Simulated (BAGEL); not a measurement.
# C2H2Cl2F2 (1,1-dichloro-2,2-difluoroethane) at HF/def2-SVP (density fitting with cc-pvqz-jkfit)

What is the energy change on altering one bond length of C2H2Cl2F2 (1,1-dichloro-2,2-difluoroethane) at HF/def2-SVP (density fitting with cc-pvqz-jkfit)? 

The calculation is run with BAGEL 1.2.2.

6 further runs of the same task are left out: 6 that didn't finish.

### 1 The system as given

The species is C2H2Cl2F2 (8 atoms), meant as a singlet with charge 0. As SMILES, `FC(F)C(Cl)Cl`. The shape is that of a PBE0-D4/def2-TZVP optimisation. This is one conformer, not always the lowest.

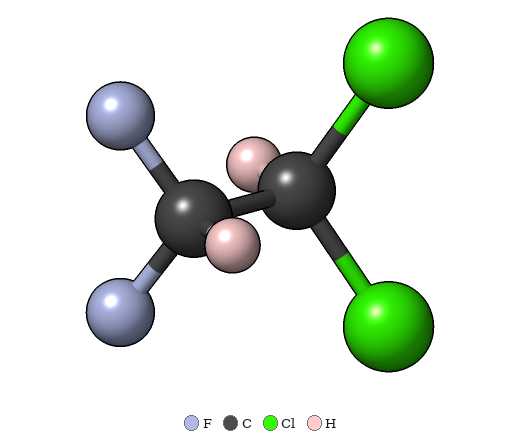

The structure, seen from a chosen angle (fluorine light blue, carbon dark grey, chlorine green, hydrogen pink).

### 2 The energy at HF/def2-SVP (density fitting with cc-pvqz-jkfit)

File input.json:

```json
{ "bagel": [

{
  "title": "molecule",
  "basis": "svp",
  "df_basis": "cc-pvqz-jkfit",
  "angstrom": true,
  "geometry": [
    { "atom": "F", "xyz": [       0.408370,      -1.137320,       1.314790 ] },
    { "atom": "C", "xyz": [       0.672870,      -0.311460,       0.282290 ] },
    { "atom": "F", "xyz": [       1.286580,      -1.040250,      -0.671770 ] },
    { "atom": "C", "xyz": [      -0.639670,       0.230610,      -0.271540 ] },
    { "atom": "Cl", "xyz": [      -0.309580,       1.248420,      -1.669870 ] },
    { "atom": "Cl", "xyz": [      -1.486960,       1.117430,       0.991650 ] },
    { "atom": "H", "xyz": [       1.340900,       0.487530,       0.616660 ] },
    { "atom": "H", "xyz": [      -1.272520,      -0.594960,      -0.592210 ] }
  ]
},

{
  "title": "hf"
},

{
  "title": "print",
  "file": "orbitals.molden",
  "orbitals": true
}

]}
```

Launch:

```console
$ BAGEL_NUM_THREADS=1 BAGEL input.json > input.out
```

Standard output:

```text
* using 1 threads per process

  ===============================================================
  ===============================================================

  *** Geometry ***

  { "atom" : "F", "xyz" : [      0.771707,     -2.149223,      2.484593 ] },
  { "atom" : "C", "xyz" : [      1.271540,     -0.588574,      0.533451 ] },
  { "atom" : "F", "xyz" : [      2.431284,     -1.965788,     -1.269461 ] },
  { "atom" : "C", "xyz" : [     -1.208801,      0.435790,     -0.513136 ] },
  { "atom" : "Cl", "xyz" : [     -0.585021,      2.359172,     -3.155597 ] },
  { "atom" : "Cl", "xyz" : [     -2.809947,      2.111637,      1.873947 ] },
  { "atom" : "H", "xyz" : [      2.533934,      0.921298,      1.165319 ] },
  { "atom" : "H", "xyz" : [     -2.404714,     -1.124311,     -1.119115 ] },

  Number of auxiliary basis functions:      822

  Since a DF basis is specified, we compute 2- and 3-index integrals:
    o Being stored without compression. Storage requirement is 0.068 GB

  Number of basis functions:      102
  Number of electrons      :       66

    * METHOD: MOLECULE                             1.20

  *** RHF ***

  === Nuclear Repulsion ===
   380.4948853800

      * DIIS with orbital gradients will be used.

  === RHF iteration (svp) ===
      0      -1194.07209988          0.01444818           0.36
      1      -1194.19085704          0.00937588           0.33
      2      -1194.25003249          0.00116123           0.33
      3      -1194.25181835          0.00031339           0.33
      4      -1194.25191703          0.00009500           0.33
      5      -1194.25193282          0.00002788           0.34
      6      -1194.25193419          0.00000805           0.34
      7      -1194.25193429          0.00000214           0.34
      8      -1194.25193430          0.00000088           0.34
      9      -1194.25193430          0.00000036           0.33
     10      -1194.25193430          0.00000010           0.35
     11      -1194.25193430          0.00000005           0.36
     12      -1194.25193430          0.00000002           0.38
     13      -1194.25193430          0.00000001           0.35
    * SCF iteration converged.

    * Permanent dipole moment:
           (    0.071905,    -0.179496,     0.023130) a.u.

    * METHOD: HF                                   5.37

    * METHOD: PRINT                                0.04

  ===============================================================
```

Wall time 6.9 s (1 thread of Intel Xeon Platinum 8259CL at 2.50GHz (Skylake/Cascade Lake), shared host); peak memory 0.24 GiB.

### 3 The distorted shape at the same level

File input.json:

```json
{ "bagel": [

{
  "title": "molecule",
  "basis": "svp",
  "df_basis": "cc-pvqz-jkfit",
  "angstrom": "true",
  "geometry": [
    { "atom": "F", "xyz": [       0.012269,      -2.358669,       2.992755 ] },
    { "atom": "C", "xyz": [       0.276769,      -1.532809,       1.960255 ] },
    { "atom": "F", "xyz": [       0.890479,      -2.261599,       1.006195 ] },
    { "atom": "C", "xyz": [      -1.035771,      -0.990739,       1.406425 ] },
    { "atom": "Cl", "xyz": [      -0.309580,       1.248420,      -1.669870 ] },
    { "atom": "Cl", "xyz": [      -1.883061,      -0.103919,       2.669615 ] },
    { "atom": "H", "xyz": [       0.944799,      -0.733819,       2.294625 ] },
    { "atom": "H", "xyz": [      -1.668621,      -1.816309,       1.085755 ] }
  ]
},

{
  "title": "hf"
},

{
  "title": "print",
  "file": "orbitals.molden",
  "orbitals": "true"
}

]}
```

Launch:

```console
$ BAGEL_NUM_THREADS=1 BAGEL input.json > input.out
```

Standard output:

```text
* using 1 threads per process

  ===============================================================
  ===============================================================

  *** Geometry ***

  { "atom" : "F", "xyz" : [      0.023185,     -4.457238,      5.655487 ] },
  { "atom" : "C", "xyz" : [      0.523018,     -2.896589,      3.704345 ] },
  { "atom" : "F", "xyz" : [      1.682761,     -4.273803,      1.901433 ] },
  { "atom" : "C", "xyz" : [     -1.957324,     -1.872225,      2.657758 ] },
  { "atom" : "Cl", "xyz" : [     -0.585021,      2.359172,     -3.155597 ] },
  { "atom" : "Cl", "xyz" : [     -3.558470,     -0.196378,      5.044841 ] },
  { "atom" : "H", "xyz" : [      1.785411,     -1.386717,      4.336213 ] },
  { "atom" : "H", "xyz" : [     -3.153237,     -3.432327,      2.051780 ] },

  Number of auxiliary basis functions:      822

  Since a DF basis is specified, we compute 2- and 3-index integrals:
    o Being stored without compression. Storage requirement is 0.068 GB

  Number of basis functions:      102
  Number of electrons      :       66

    * METHOD: MOLECULE                             1.68

  *** RHF ***

  === Nuclear Repulsion ===
   315.0522694233

      * DIIS with orbital gradients will be used.

  === RHF iteration (svp) ===
      0      -1193.72339990          0.01649652           0.31
      1      -1193.27953624          0.02123595           0.29
      2      -1193.89934535          0.00827341           0.29
      3      -1193.95732608          0.00449258           0.29
      4      -1194.00422738          0.00165190           0.29
      5      -1194.01937124          0.00099839           0.29
      6      -1194.02296187          0.00121396           0.29
      7      -1194.02457898          0.00056109           0.29
      8      -1194.02541035          0.00015416           0.29
      9      -1194.02552006          0.00008554           0.29
     10      -1194.02558491          0.00006895           0.29
     11      -1194.02570147          0.00004706           0.29
     12      -1194.02577016          0.00003129           0.29
     13      -1194.02579324          0.00001942           0.29
     14      -1194.02580168          0.00000500           0.29
     15      -1194.02580199          0.00000194           0.29
     16      -1194.02580200          0.00000123           0.30
     17      -1194.02580201          0.00000036           0.29
     18      -1194.02580201          0.00000022           0.29
     19      -1194.02580201          0.00000015           0.29
     20      -1194.02580201          0.00000010           0.29
     21      -1194.02580201          0.00000008           0.29
     22      -1194.02580201          0.00000005           0.29
     23      -1194.02580201          0.00000004           0.29
     24      -1194.02580201          0.00000002           0.29
     25      -1194.02580201          0.00000001           0.29
     26      -1194.02580201          0.00000000           0.29
    * SCF iteration converged.

    * Permanent dipole moment:
           (    0.647798,     1.202436,    -2.473371) a.u.

    * METHOD: HF                                   8.87

    * METHOD: PRINT                                0.03

  ===============================================================
```

It took 11 s on 1 thread of Intel Xeon Platinum 8259CL at 2.50GHz (Skylake/Cascade Lake), shared host; peak memory 0.24 GiB.

### 4 Summary of results

Level: HF/def2-SVP (density fitting with cc-pvqz-jkfit).

| quantity | value |
| --- | --- |
| first shape: total energy | -1194.25193 Eh |
| first shape: dipole moment | 0.49 D |
| first shape: HOMO energy | -12.44 eV |
| first shape: LUMO energy | 4.59 eV |
| first shape: HOMO–LUMO gap | 17.03 eV |
| distorted shape: total energy | -1194.02580 Eh |
| distorted shape: dipole moment | 7.18 D |
| distorted shape: HOMO energy | -8.67 eV |
| distorted shape: LUMO energy | -3.78 eV |
| distorted shape: HOMO–LUMO gap | 4.88 eV |
| energy change with the C4–Cl5 bond stretched from 1.761 to 3.874 Å | 6.153 eV |

In words: One bond (distorted shape) is far stretched, which a spin-restricted single reference describes badly; a broken-symmetry solution may lie lower. With the C4–Cl5 bond stretched from 1.761 to 3.874 Å the energy rises by 6.15 eV (594 kJ/mol). The first shape isn't relaxed at this level, so the change isn't measured from a minimum. A restricted reference can't describe the breaking bond well at this length.
